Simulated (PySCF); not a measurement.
SMILES CO[Si](C)(OC)[SiH2]C (C4H14O2Si2), singlet at its GFN2-xTB optimised geometry (Å):

```
22

Si    -1.5374    -0.9414     1.8555
C     -1.1805    -2.8089     1.9090
Si    -0.6011     0.0722     0.0000
C     -1.0017    -0.7497    -1.6683
O     -1.0051     1.6629     0.0000
C     -2.2760     2.2320    -0.0686
O      1.0251     0.0722     0.0000
C      1.8821     0.6451     0.9409
H     -1.0704    -0.3810     3.1421
H     -3.0062    -0.7855     1.9217
H     -0.1123    -3.0073     1.9159
H     -1.5994    -3.3149     1.0439
H     -1.6067    -3.2679     2.7955
H     -0.5691    -0.1958    -2.4968
H     -0.6218    -1.7641    -1.7189
H     -2.0762    -0.7941    -1.8237
H     -2.1643     3.3149    -0.0023
H     -2.7632     1.9790    -1.0135
H     -2.9046     1.8822     0.7547
H      1.6639     1.7069     1.0674
H      1.7798     0.1468     1.9091
H      2.9046     0.5250     0.5806
```

Calculation: CAM-B3LYP/def2-SVP (PySCF). Cells within 0.4 Å of a nucleus heavier than hydrogen are left out (blank, or x).

Map of the electron localisation function on the plane z = 0.0 Å:

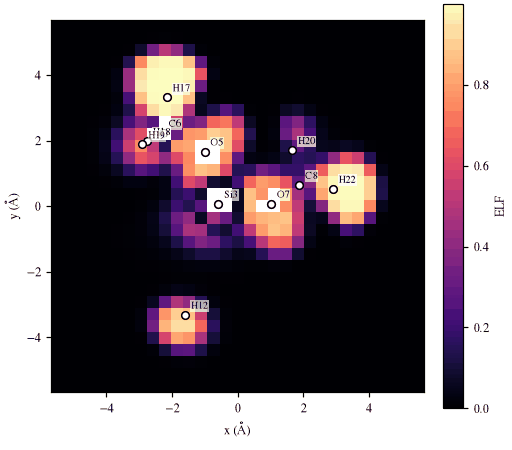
Fig. 1. Electron localisation function on the plane z = 0.0 Å.
